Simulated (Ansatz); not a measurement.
**A computed series for SrTiO3: response to strain**

Take SrTiO3 in the cubic perovskite structure (space group Pm-3m, No. 221; a = 3.891 Å) as the base. Axes: x, y, z lie along the cube axes.

Strains are applied to the cell and any free atomic positions relax; under biaxial strain the out-of-plane vector relaxes too.

Method: Ansatz (an electronic-structure program) PBEsol, no spin-orbit coupling.

Notes on the quantities. in-plane stress: mean in-plane stress (compression positive).

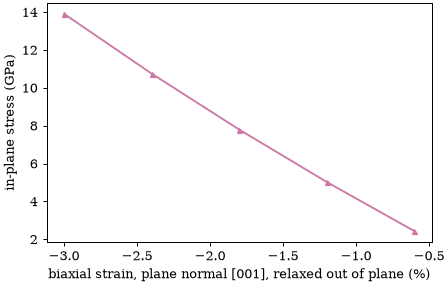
*in-plane stress against biaxial strain, plane normal [001], relaxed out of plane*

Question: From the plot, what is the in-plane stress for biaxial strain −1.20 %, plane normal [001], relaxed out of plane?

Answer: About 5.0 GPa.

Question: Is the trend monotonic over the range shown?

Answer: Yes, it falls throughout, spanning +2.4 GPa to +13.9 GPa.

No phonon test of stability was made. All final runs are without spin polarisation. Many cubic perovskites are stable only at high temperature; tilts and polar distortions were not tested.
